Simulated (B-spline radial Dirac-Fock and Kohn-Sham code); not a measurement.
# Pm⁷⁺: core levels and X-ray properties

Aim: for promethium as Pm⁷⁺, compute its X-ray form factor and Compton profile and the binding energy of each subshell.

Program: B-spline radial Dirac-Fock and Kohn-Sham code, version 2. Model: a free atom or ion on a radial basis; each step names its model. All values are calculated, but those marked as tabulated.

## 1. The atom as given

Pm⁷⁺, [Kr] 4d10 4f3 5s2 5p3.

```yaml
nuclear_charge: 61
electrons: 54
mass_number: 145
nuclear_rms_radius: 4.962 fm
```

## 2. X-ray scattering functions

Model: Dirac-Fock average of configuration, finite nucleus; form factor of the spherical density, Waller-Hartree incoherent function, impulse-approximation Compton profiles.

The run's settings:

```ini
task = scatter
Z = 61
charge = 7
configuration = 1s2 2s2 2p6 3s2 3p6 3d10 4s2 4p6 4d10 4f3 5s2 5p3
mass_number = 145
rms_radius = 4.962  # fm
s = [0.0, 0.05, 0.1, 0.15, 0.2, 0.25, 0.3, 0.35, 0.4, 0.45, 0.5, 0.6, 0.7, 0.8, 0.9, 1.0, 1.1, 1.2, 1.4, 1.6, 1.8, 2.0, 2.5, 3.0, 3.5, 4.0, 5.0, 6.0]  # 1/A
pz = [0, 0.1, 0.2, 0.3, 0.4, 0.5, 0.6, 0.8, 1.0, 1.2, 1.4, 1.6, 1.8, 2.0, 2.5, 3.0, 4.0, 5.0, 7.0, 10.0, 15.0, 20.0, 30.0, 40.0, 60.0, 100.0]  # a.u.
photon_energy = [1000, 8047.8, 10000, 17479.3, 20000, 30000, 200000, 1000000]  # eV
```

Main fields of the result record, rounded:

```text
{
  "status": "converged",
  "form_factor [e]": [54.0, 53.571, 52.336, 50.441, 48.084, 45.476, 42.798, 40.184, 37.711, 35.415, 33.303, 29.582, 26.445, 23.817, 21.649, 19.887, 18.46, 17.284, 15.391, 13.768, 12.237, 10.788, 7.8558, 6.1094, 5.1756, 4.5903, 3.6333, 2.7793],
  "incoherent": [9.7073e-12, 0.4465, 1.6784, 3.4317, 5.4136, 7.4066, 9.2982, 11.054, 12.678, 14.188, 15.603, 18.21, 20.597, 22.821, 24.909, 26.867, 28.684, 30.343, 33.161, 35.392, 37.202, 38.731, 41.787, 44.1, 45.893, 47.309, 49.351, 50.661],
  "compton_total [1/a.u.]": [6.04, 6.027, 5.9884, 5.9247, 5.8372, 5.728, 5.5997, 5.3006, 4.9731, 4.6511, 4.3593, 4.1082, 3.8954, 3.7109, 3.2978, 2.8805, 2.087, 1.5281, 0.97718, 0.59833, 0.28253, 0.14876, 0.05274, 0.023464, 0.0068158, 0.0010983],
  "shells": ["1s1/2", "2s1/2", "2p1/2", "2p3/2", "3s1/2", "3p1/2", "3p3/2", "3d3/2", "3d5/2", "4s1/2", "4p1/2", "4p3/2", "4d3/2", "4d5/2", "4f5/2", "4f7/2", "5s1/2", "5p1/2", "5p3/2"],
  "occupation": [2.0, 2.0, 2.0, 4.0, 2.0, 2.0, 4.0, 4.0, 6.0, 2.0, 2.0, 4.0, 4.0, 6.0, 1.2857, 1.7143, 2.0, 1.0, 2.0],
  "mean_momentum [a.u.]": [58.791, 20.925, 27.851, 25.771, 10.435, 12.47, 11.858, 14.206, 13.979, 5.2549, 5.8455, 5.6015, 6.0277, 5.938, 5.6058, 5.5696, 2.3682, 2.5332, 2.4449],
  "r2 [bohr^2]": 23.543,
  "r_inverse [1/bohr]": 398.23,
  "r1 [bohr]": 26.355,
  "coherent [b]": [1900.4, 958.2, 789.79, 438.09, 374.58, 219.91, 9.4014, 0.42802],
  "incoherent_cross_section [b]": [0.37781, 8.2869, 9.9841, 14.962, 16.171, 19.368, 20.577, 11.32],
  "radial_jk": {
    "4f": {"j0": [1.0, 0.9854, 0.9431, 0.87725, 0.79389, 0.69987, 0.60182, 0.50537, 0.41479, 0.33284, 0.26096, 0.14826, 0.072559, 0.025334, -0.0019216, -0.016069, -0.022074, -0.023309, -0.019377, -0.013409, -0.0083714, -0.0048336, -0.00081141, 8.6697e-05, 0.00018021, 0.00013218, 4.6811e-05, 1.3906e-05], "j2": [0.0, 0.0058174, 0.022424, 0.047482, 0.077689, 0.10945, 0.13953, 0.16542, 0.18558, 0.19938, 0.20691, 0.20584, 0.18958, 0.16543, 0.13883, 0.11314, 0.090108, 0.070428, 0.041033, 0.022553, 0.011618, 0.0054604, 3.6507e-05, -0.000624, -0.00045882, -0.00026677, -7.6158e-05, -1.9774e-05], "j4": [0.0, 1.6098e-05, 0.00024739, 0.0011722, 0.0033843, 0.0073804, 0.013398, 0.021348, 0.030849, 0.041326, 0.052129, 0.072338, 0.087932, 0.097496, 0.10124, 0.10024, 0.095787, 0.089108, 0.072796, 0.056436, 0.042286, 0.030967, 0.013429, 0.0056341, 0.0023644, 0.0010063, 0.00018649, 3.1599e-05], "j6": [0.0, 3.3568e-08, 2.0531e-06, 2.171e-05, 0.00011016, 0.00036999, 0.00095058, 0.0020209, 0.0037298, 0.0061706, 0.0093591, 0.017663, 0.027493, 0.037397, 0.046171, 0.053094, 0.057896, 0.060632, 0.060955, 0.056606, 0.04991, 0.04248, 0.025883, 0.014749, 0.0082166, 0.0045808, 0.0014881, 0.00052158], "r2": 0.7992, "r4": 1.2617, "r6": 3.409},
    "5p": {"j0": [1.0, 0.95691, 0.83688, 0.66458, 0.47234, 0.291, 0.14285, 0.038559, -0.021949, -0.046172, -0.045026, -0.0086687, 0.026821, 0.040797, 0.03651, 0.023873, 0.010816, 0.0013171, -0.0049519, -0.0012153, 0.0040932, 0.0071709, 0.0054173, 0.0011126, -0.00030535, 0.00017505, 0.0015829, 0.0016649], "j2": [0.0, 0.017099, 0.063166, 0.12453, 0.1841, 0.2271, 0.24505, 0.23691, 0.20766, 0.16555, 0.11926, 0.040039, -0.0028268, -0.012846, -0.0050666, 0.0072534, 0.016784, 0.021219, 0.017949, 0.0087947, 0.0017187, -0.001329, 0.00097432, 0.0038306, 0.0034676, 0.0018985, -2.006e-05, -3.7699e-05], "r2": 2.3825, "r4": 8.0157, "r6": 35.794}
  }
}
```

The scattering functions against s = sin θ / λ:

```csv
s (1/Å),f (e),f / N,S(s)
0,54.00,1.000,0
0.100,52.34,0.969,1.678
0.200,48.08,0.890,5.414
0.300,42.80,0.793,9.298
0.400,37.71,0.698,12.68
0.500,33.30,0.617,15.60
0.700,26.45,0.490,20.60
0.900,21.65,0.401,24.91
1.10,18.46,0.342,28.68
1.40,15.39,0.285,33.16
1.80,12.24,0.227,37.20
2.50,7.856,0.145,41.79
3.50,5.176,0.096,45.89
5.00,3.633,0.067,49.35
```

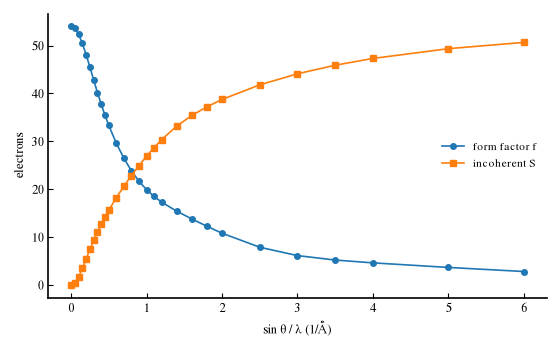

Form factor and incoherent scattering function.

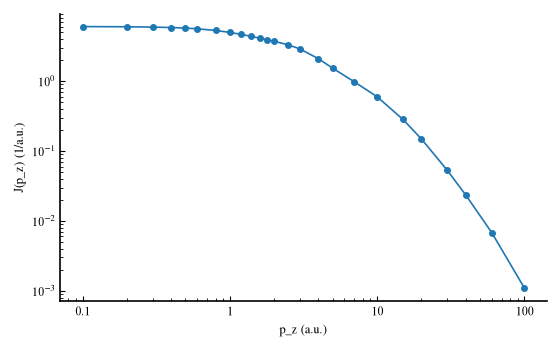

Compton profile, summed over all shells.

## 3. Hole states by ΔSCF

Model: Dirac-Fock average of configuration, Delta-SCF, finite nucleus, first-order Breit with its frequency dependence, self-energy and vacuum polarisation.

Recorded inputs:

```ini
task = binding
```

Main fields of the result record, rounded:

```text
{
  "status": "converged",
  "shells": ["K", "L1", "L2", "L3", "M1", "M2", "M3", "M4", "M5", "N1", "N2", "N3", "N4", "N5", "N6,7", "O1", "O2,3"],
  "total_energy_parts [Ha]": [-10010.2201, 9.82167603, -1.02845583, -0.122732736, 6.81475849, -1.02067308],
  "koopmans [eV]": [45553.1, 7607.88, 7191.48, 6629.64, 1791.08, 1612.0, 1496.58, 1189.67, 1165.01, 460.727, 389.997, 364.261, 246.237, 241.556, 111.99, 137.916, 113.669],
  "dirac_coulomb [eV]": [45482.9, 7570.55, 7150.09, 6590.25, 1774.59, 1594.66, 1480.19, 1171.32, 1146.98, 455.723, "-", 359.761, 242.132, 237.578, 109.163, 137.395, 113.263],
  "gaunt [eV]": [-132.884, -13.2779, -23.299, -16.5383, -2.11533, -3.92304, -2.59715, -1.42466, -0.855978, -0.406004, "-", -0.465691, -0.155631, -0.0460314, 0.131936, -0.0818649, -0.103689],
  "retardation [eV]": [9.86935, 0.998388, 2.59221, 2.58577, 0.135671, 0.4215, 0.423228, 0.113569, 0.111138, 0.0295485, "-", 0.0878057, 0.0142274, 0.0140788, -0.0175297, 0.0065194, 0.0172032],
  "breit_frequency [eV]": [1.49059, -0.136636, -0.00275738, 0.647739, -0.0352579, -0.0285782, 0.119888, -0.0172487, -0.0045388, -0.00878269, "-", 0.0256945, -0.00425303, -0.00168325, -0.00203188, -0.0019448, 0.00271533],
  "self_energy [eV]": [-74.2057, -9.76293, 0.400699, -0.458958, -2.11044, 0.0742, -0.0894474, 0.190029, 0.119044, -0.478189, "-", -0.00645193, 0.0481922, 0.0345811, 0.0282768, -0.0964009, 0.00450617],
  "vacuum_polarisation [eV]": [11.5996, 1.41855, -0.000383161, -0.0661581, 0.296588, -0.00289134, -0.0185295, -0.0187772, -0.0182276, 0.0674789, "-", -0.00567451, -0.00510747, -0.00497306, -0.00319505, 0.0136444, -0.00131945],
  "binding [eV]": [45298.8, 7549.79, 7129.78, 6576.42, 1770.76, 1591.2, 1478.03, 1170.16, 1146.33, 454.927, "-", 359.397, 242.029, 237.574, 109.3, 137.235, 113.182],
  "mean_radius [bohr]": [0.023175, 0.0983583, 0.0825425, 0.0890191, 0.259103, 0.249215, 0.261521, 0.233382, 0.237245, 0.589763, 0.605666, 0.631553, 0.671763, 0.681199, 0.815184, 1.32829, 1.47901]
}
```

total_energy_parts: Dirac-Coulomb, Gaunt, retardation, frequency dependence, self-energy, vacuum polarisation. Blank entries are hole states that did not converge, or in which two open shells of one symmetry are about equally filled, where the average of configuration falls too low.

The binding energies by parts, in eV; the parts add up.

```
level       -ε  relaxation    Breit     QED  binding
    K  45553.1      -70.18  -121.52  -62.61  45298.8
   L1   7607.9      -37.32   -12.42   -8.34   7549.8
   L2   7191.5      -41.39   -20.71    0.40   7129.8
   L3   6629.6      -39.39   -13.30   -0.53   6576.4
   M1   1791.1      -16.49    -2.01   -1.81   1770.8
   M2   1612.0      -17.35    -3.53    0.07   1591.2
   M3   1496.6      -16.39    -2.05   -0.11   1478.0
   M4   1189.7      -18.35    -1.33    0.17   1170.2
   M5   1165.0      -18.03    -0.75    0.10   1146.3
   N1    460.7       -5.00    -0.39   -0.41    454.9
   N3    364.3       -4.50    -0.35   -0.01    359.4
   N4    246.2       -4.11    -0.15    0.04    242.0
   N5    241.6       -3.98    -0.03    0.03    237.6
 N6,7    112.0       -2.83     0.11    0.03    109.3
   O1    137.9       -0.52    -0.08   -0.08    137.2
 O2,3    113.7       -0.41    -0.08    0.00    113.2
```

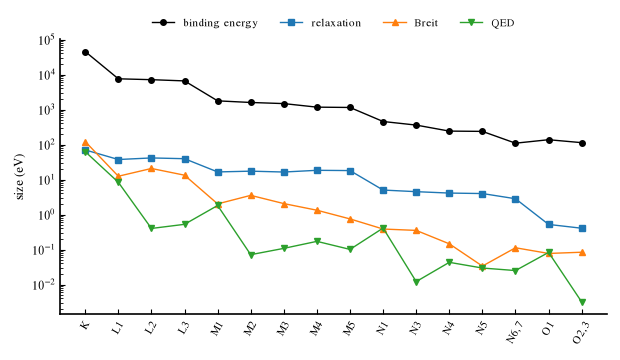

Binding energies and the sizes of their corrections, level by level (signs dropped).

Line energies follow by subtraction:

```
        line  energy (eV)
 Kβ2' (K-N3)      44939.4
  Kβ1 (K-M3)      43820.7
  Kβ3 (K-M2)      43707.6
  Kα1 (K-L3)      38722.3
  Kα2 (K-L2)      38169.0
 Lγ3 (L1-N3)       7190.4
 Lγ1 (L2-N4)       6887.8
 Lγ5 (L2-N1)       6674.9
 Lβ7 (L3-O1)       6439.2
 Lβ2 (L3-N5)       6338.8
Lβ15 (L3-N4)       6334.4
 Lβ6 (L3-N1)       6121.5
 Lβ3 (L1-M3)       6071.8
 Lβ1 (L2-M4)       5959.6
```

## 4. Outcome

```
                             quantity         value
     rms radius of the electron cloud    0.660 bohr
                form factor halves at      0.68 1/Å
              Compton profile at zero  6.040 1/a.u.
         deepest level listed, K (1s)    45298.8 eV
               least bound, N6,7 (4f)      109.3 eV
                                  Kα1    38722.3 eV
ionisation energy, NIST (theoretical)    116.000 eV
```

**Reading.** f falls from 54 to half of that at s = 0.68 1/Å. Incoherent scattering outweighs coherent from 200 keV on, among the energies asked. The K (1s) level lies 70.2 eV under Koopmans' value by relaxation alone; Breit gives -121.52 and QED -62.61 eV. NIST's ionisation energy differs by +6.70 eV from the least binding energy; the calculation averages open shells over their j components and terms. The Hartree-Fock and Dirac-Fock values hold no electron correlation.
